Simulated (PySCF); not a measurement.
Coordinates of C₄H₉BO₃, SMILES CCOB1OCCO1 (Å):

```xyz
17

C      2.5403     0.6927    -0.3400
C      1.9969    -0.6623     0.0567
O      0.8243    -0.9799    -0.6653
B     -0.3760    -0.5510    -0.2365
O     -0.5725     0.1789     0.9125
C     -1.9666     0.3401     1.0816
C     -2.5846    -0.1485    -0.2460
O     -1.5347    -0.8116    -0.9177
H      3.4918     0.8955     0.1750
H      1.8292     1.4882    -0.0706
H      2.7174     0.7356    -1.4252
H      2.7303    -1.4528    -0.1677
H      1.7951    -0.6908     1.1411
H     -2.2005     1.3948     1.2953
H     -2.3049    -0.2616     1.9427
H     -3.4278    -0.8396    -0.0885
H     -2.9486     0.6893    -0.8657
```

GIAO shifts, KT3/pcSseg-1 with PySCF 2.14.0, at a PBE0-D3(BJ)/def2-SVP geometry (no frequency check), against H₂O for ¹⁷O and BF₃.OEt₂ for ¹¹B computed at the same level (¹⁷O: a single water molecule, while the usual scale starts at liquid water and gives values some tens of ppm lower). Gas phase, fully decoupled, line heights follow the number of nuclei, widths are arbitrary (no quadrupolar broadening); values of one conformer, averaged over nuclei that symmetry or rotation about single bonds exchange, these motions taken as fast; other conformers aren't averaged in.

How many ¹⁷O lines appear, and where?

Answer. 2 signals.


| δ (ppm) | nuclei | atoms |
| --- | --- | --- |
| 92.5 | 1 | O3 |
| 91.4 | 2 | O5, O8 |

The order of signals that lie close, as those under 3 ppm apart, is within the error of the method.

Predict the ¹¹B spectrum.

Answer. 1 signal.


| δ (ppm) | nuclei | atoms |
| --- | --- | --- |
| 19.8 | 1 | B4 |

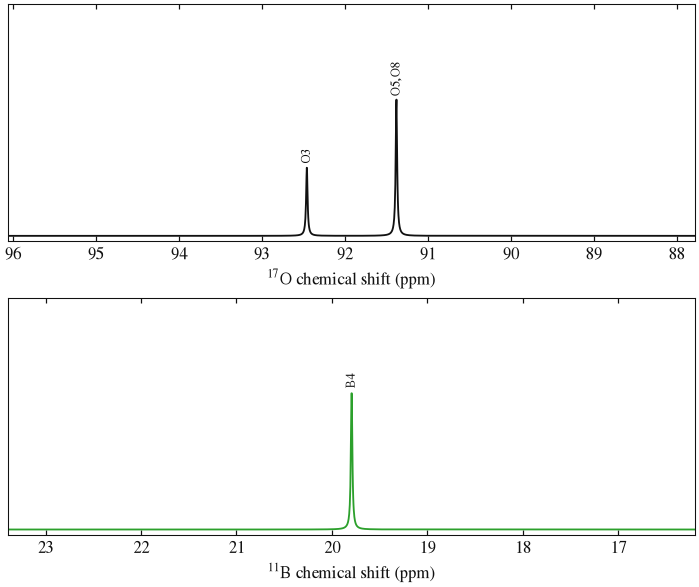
